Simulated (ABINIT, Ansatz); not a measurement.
# A GW run on KNaMg2F6 (P4/mmm) in ABINIT, with inputs changed

Aim: change inputs of a GW run on KNaMg2F6 (P4/mmm) and see what moves.

Program: ABINIT 10.8.3. Level of theory: LDA and many-body steps on it, plane waves. Results are calculated unless marked as measured.

## (1) The starting structure

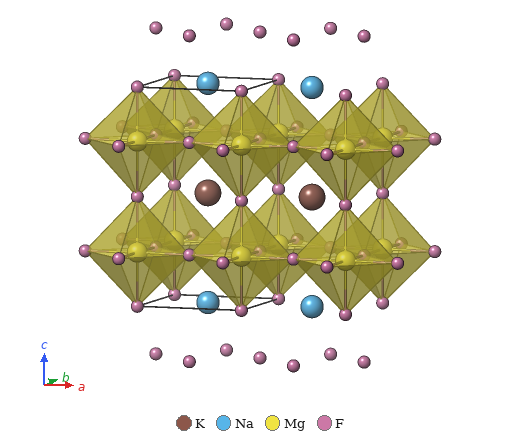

The starting structure, seen slightly off an axis (potassium brown, sodium blue, magnesium yellow, fluorine pink). 2×1×1 cells are drawn. Some periodic images of atoms are drawn too.

The cell and positions are those that the Materials Project relaxed with its own functionals (PBE, PBE+U or r2SCAN), kept fixed.

## (2) Screening, 2×2×1 mesh, 125 bands, screening to 114.3 eV

This step: ABINIT 10.8.3; RPA screening on LDA, plane waves, norm-conserving pseudopotentials.

The RPA dielectric matrix is built and inverted for each q.

Input file run.abi:

```
acell 3*1.0 Angstrom
rprim 
  4.007581000000 0.000000000000 0.000000000000
  0.000000000000 4.007581000000 0.000000000000
  0.000000000000 0.000000000000 7.994870000000
ntypat 4
znucl 19 11 12 9
natom 10
typat 1 2 3 3 4 4 4 4 4 4
xred 
  0.500000000000 0.500000000000 0.500000000000
  0.500000000000 0.500000000000 0.000000000000
  0.000000000000 0.000000000000 0.246633000000
  0.000000000000 0.000000000000 0.753367000000
  0.500000000000 0.000000000000 0.243520000000
  0.500000000000 0.000000000000 0.756480000000
  0.000000000000 0.500000000000 0.756480000000
  0.000000000000 0.500000000000 0.243520000000
  0.000000000000 0.000000000000 0.000000000000
  0.000000000000 0.000000000000 0.500000000000
pp_dirpath "pseudos"
pseudos "K.upf, Na.upf, Mg.upf, F.upf"
ecut 38
ngkpt 2 2 1
nshiftk 1
shiftk 0 0 0
kptopt 1
chksymbreak 0
istwfk *1
occopt 1
irdwfk 1
optdriver 3
nband 125
ecuteps 4.2
inclvkb 2
awtr 1
symchi 1
indata_prefix "in"
outdata_prefix "out"
tmpdata_prefix "tmp"
```

Run with:

```bash
OMP_NUM_THREADS=1 mpirun -n 4 abinit run.abi > log
```

Log:

```text
.Version 10.8.3 of ABINIT. v10.8.2 released Aug 2026.

 Symmetries : space group P4/m m m (#123); Bravais tP (primitive tetrag.)
[... echo of the input left out ...]
== DATASET  1 ==================================================================
-   mpi_nproc: 4, omp_nthreads: 1 (-1 if OMP is not activated)

--- !DatasetInfo
iteration_state: {dtset: 1, }
dimensions: {natom: 10, nkpt: 3, mband: 125, nsppol: 1, nspinor: 1, nspden: 1, mpw: 9813, }
cutoff_energies: {ecut:  38.0, pawecutdg:  -1.0, }
electrons: {nelect:   8.00000000E+01, charge:   0.00000000E+00, occopt:   1.00000000E+00, tsmear:   1.00000000E-02, }

 SCREENING: Calculation of the susceptibility and dielectric matrices

 Based on a program developped by R.W. Godby, V. Olevano, G. Onida, and L. Reining.
 Incorporated in ABINIT by V. Olevano, G.-M. Rignanese, and M. Torrent.
.Using double precision arithmetic ; gwpc =  8

[... cell and pseudopotentials left out ...]
--------------------------------------------------------------------------------

 ==== K-mesh for the wavefunctions ====
 Number of points in the irreducible wedge :     3
[... list of points left out ...]
 Together with 16 symmetry operations and time-reversal symmetry
 yields     4 points in the full Brillouin Zone.

 ==== Q-mesh for the screening function ====
 Number of points in the irreducible wedge :     3
[... list of points left out ...]
 Together with 16 symmetry operations and time-reversal symmetry
 yields     4 points in the full Brillouin Zone.

 setmesh: FFT mesh size selected  =    27x   27x   60
          total number of points  =        43740

 vcoul_init : cutoff-mode = AUXILIARY_FUNCTION
 q-points for optical limit:   1
     1)      0.000010    0.000020    0.000030

- screening: taking advantage of time-reversal symmetry
- Maximum band index for partially occupied states nbvw = 40
- Remaining bands to be divided among processors   nbcw = 85
- Number of bands treated by each node ~21

 Number of electrons calculated from density =   80.0000; Expected =   80.0000
 average of density, n =  0.092325
 r_s =    1.3726
 omega_plasma =   29.3099 [eV]

 calculating chi0 at frequencies [eV] :
  1    0.000000E+00    0.000000E+00
  2    0.000000E+00    2.930990E+01

--------------------------------------------------------------------------------
  q-point number  1        q = ( 0.000000, 0.000000, 0.000000) [r.l.u.]
--------------------------------------------------------------------------------
[... chi0 elements left out ...]
 For q-point:  0.000010 0.000020 0.000030
  dielectric constant =   1.9855
  dielectric constant without local fields =   2.0976

  Average fulfillment of the sum rule on Im[epsilon] for q-point    1 :     33.79  [%]
[... wings left out ...]
  q-point number  2        q = ( 0.500000, 0.000000, 0.000000) [r.l.u.]
--------------------------------------------------------------------------------
[... chi0 elements left out ...]
  Average fulfillment of the sum rule on Im[epsilon] for q-point    2 :     35.70  [%]

 [... 1 further q-points ...]
```

Elapsed: 20 s, on 4 MPI ranks of AMD EPYC 9R45, shared host; peak memory 1.3 GiB; 79 s of CPU time.

This step gave:

| Property | Result |
| --- | --- |
| ε∞ with local fields, on this mesh, along the program's q direction | 1.986 |
| the same without local fields | 2.098 |
| plasma frequency | 29.31 eV |
| plane waves in the screening matrix | 353 |

Local fields lower ε∞ by 5 %. On a Γ-centred mesh this coarse the value itself is usually too large, while a short band sum pulls it down.

## (3) Base

The self-energy is evaluated for the states that the input lists, and the levels follow from it, in one-shot runs by the linearised quasiparticle equation.

This step: G0W0 on LDA, plane waves, norm-conserving pseudopotentials.

Edit run.abi of step 2 so:

```diff
@@ -31,8 +31,17 @@
 irdwfk 1
-optdriver 3
+optdriver 4
 nband 125
+gwcalctyp 0
+ecutsigx 38
+symsigma 1
+nkptgw 2
+kptgw 
+  0.5000000000 0.5000000000 0.0000000000
+  0.0000000000 0.0000000000 0.0000000000
+bdgw 
+  39 42
+  38 42
 ecuteps 4.2
-inclvkb 2
-awtr 1
-symchi 1
+irdscr 1
+ppmodel 1
 indata_prefix "in"
```

Log:

```text
.Version 10.8.3 of ABINIT. v10.8.2 released Aug 2026.

 Symmetries : space group P4/m m m (#123); Bravais tP (primitive tetrag.)
[... echo of the input left out ...]
== DATASET  1 ==================================================================
-   mpi_nproc: 4, omp_nthreads: 1 (-1 if OMP is not activated)

--- !DatasetInfo
iteration_state: {dtset: 1, }
dimensions: {natom: 10, nkpt: 3, mband: 125, nsppol: 1, nspinor: 1, nspden: 1, mpw: 9813, }
cutoff_energies: {ecut:  38.0, pawecutdg:  -1.0, }
electrons: {nelect:   8.00000000E+01, charge:   0.00000000E+00, occopt:   1.00000000E+00, tsmear:   1.00000000E-02, }

 SIGMA: Calculation of the GW corrections

 Based on a program developped by R.W. Godby, V. Olevano, G. Onida, and L. Reining.
 Incorporated in ABINIT by V. Olevano, G.-M. Rignanese, and M. Torrent.
.Using double precision arithmetic ; gwpc =  8

[... cell and pseudopotentials left out ...]
--------------------------------------------------------------------------------

 ==== K-mesh for the wavefunctions ====
 Number of points in the irreducible wedge :     3
[... list of points left out ...]
 Together with 16 symmetry operations and time-reversal symmetry
 yields     4 points in the full Brillouin Zone.

 ==== Q-mesh for screening function ====
 Number of points in the irreducible wedge :     3
[... list of points left out ...]
 Together with 16 symmetry operations and time-reversal symmetry
 yields     4 points in the full Brillouin Zone.

 vcoul_init : cutoff-mode = AUXILIARY_FUNCTION
 q-points for optical limit:   1
     1)      0.000010    0.000020    0.000030
 setmesh: FFT mesh size selected  =    45x   45x   90
          total number of points  =       182250

 Number of electrons calculated from density =   80.0000; Expected =   80.0000
 average of density, n =  0.092325
 r_s =    1.3726
 omega_plasma =   29.3099 [eV]

 === KS Band Gaps ===
  >>>> For spin  1
   Minimum direct gap =   6.4844 [eV], located at k-point      :   0.0000  0.0000  0.0000
   Fundamental gap    =   6.0840 [eV], Top of valence bands at :   0.5000  0.5000  0.0000
                                       Bottom of conduction at :   0.0000  0.0000  0.0000
 SIGMA fundamental parameters:
 PLASMON POLE MODEL  1
 number of plane-waves for SigmaX                 9813
 number of plane-waves for SigmaC and W            353
 number of plane-waves for wavefunctions          9813
 number of bands                                   125
 number of independent spin polarizations            1
 number of spinorial components                      1
 number of k-points in IBZ                           3
 number of q-points in IBZ                           3
 number of symmetry operations                      16
 number of k-points in BZ                            4
 number of q-points in BZ                            4
 number of frequencies for dSigma/dE                 9
 frequency step for dSigma/dE [eV]                0.25
 number of omega for Sigma on real axis              0
 max omega for Sigma on real axis  [eV]           0.00
 zcut for avoiding poles [eV]                     0.10

 EPSILON^-1 parameters (SCR file):
 dimension of the eps^-1 matrix on file            353
 dimension of the eps^-1 matrix used               353
 number of plane-waves for wavefunctions          9813
 number of bands                                   125
 number of q-points in IBZ                           3
 number of frequencies                               2
 number of real frequencies                          1
 number of imag frequencies                          1

 matrix elements of self-energy operator (all in [eV])

 Perturbative Calculation

--- !SelfEnergy_ee
iteration_state: {dtset: 1, }
kpoint     : [   0.500,    0.500,    0.000, ]
spin       : 1
KS_gap     :   10.008
QP_gap     :   14.902
Delta_QP_KS:    4.893
data: !SigmaeeData |
     Band     E0 <VxcDFT>   SigX SigC(E0)      Z dSigC/dE  Sig(E)    E-E0       E
       39  -0.513 -22.622 -30.503   5.094   0.821  -0.218 -24.910  -2.288  -2.801
       40  -0.513 -22.622 -30.503   5.094   0.821  -0.218 -24.910  -2.288  -2.801
       41   9.495 -10.624  -5.280  -2.427   0.893  -0.120  -8.019   2.605  12.100
       42   9.638 -12.518  -6.401  -2.613   0.888  -0.126  -9.408   3.110  12.748

--- !SelfEnergy_ee
iteration_state: {dtset: 1, }
kpoint     : [   0.000,    0.000,    0.000, ]
spin       : 1
KS_gap     :    6.484
QP_gap     :   11.047
Delta_QP_KS:    4.563
data: !SigmaeeData |
     Band     E0 <VxcDFT>   SigX SigC(E0)      Z dSigC/dE  Sig(E)    E-E0       E
       38  -0.915 -22.366 -30.185   4.998   0.823  -0.216 -24.687  -2.321  -3.236
       39  -0.913 -22.367 -30.182   5.007   0.822  -0.216 -24.677  -2.310  -3.224
       40  -0.913 -22.367 -30.182   5.007   0.822  -0.216 -24.677  -2.310  -3.224
       41   5.571 -10.642  -5.593  -2.535   0.896  -0.116  -8.390   2.252   7.823
       42   8.512 -12.317  -6.986  -2.393   0.885  -0.129  -9.716   2.601  11.113

== END DATASET(S) ==============================================================
================================================================================

 -outvars: echo values of variables after computation  --------
           etotal      0.0000000000E+00
            nband         125
             nkpt           3
          spgroup         123
 [... the other variables as echoed above ...]

 Calculation completed.
```

It took 8 s on 4 MPI ranks; peak memory 0.92 GiB.

This step gave:

```
G0W0 gap on the points computed              : 10.62 eV
starting gap on the mesh                     : 6.084 eV
k of the valence top                         : 0.5, 0.5, 0
k of the conduction bottom                   : 0, 0, 0
Z at the valence top                         : 0.821
Z at the conduction bottom                   : 0.896
least direct G0W0 gap on the computed points : 11.05 eV
```

The gap on the mesh goes from 6.08 eV to 10.62 eV, a correction of +4.54 eV.

(Continued in part 2 of 2.)

[Paths, hosts, dates, memory and timing lines, banners, echoed tables and standing remarks are left out of the program output.]

[Logs are printed without paths, hosts, clocks, repeated set-up lines and the standing remarks that a program may print on its own settings, such as how far it seeks lower states.]

[Runs of the session that timed out or met a known fault of the program may be left out.]

[Hosts, paths, dates, database ids (printed as entryN), source tags and the programs' standing remarks are cut or masked in the printed files.]

[G0W0 gaps are taken among the corrected bands and points alone; a level outside them can change the order at an edge.]

[Where Ansatz stands beside ABINIT at settings called matched, ABINIT's density can come from a denser mesh and the files from another edition; pairs whose starting gaps differed by over 0.03 eV were left out, so agreement reads better than it is.]
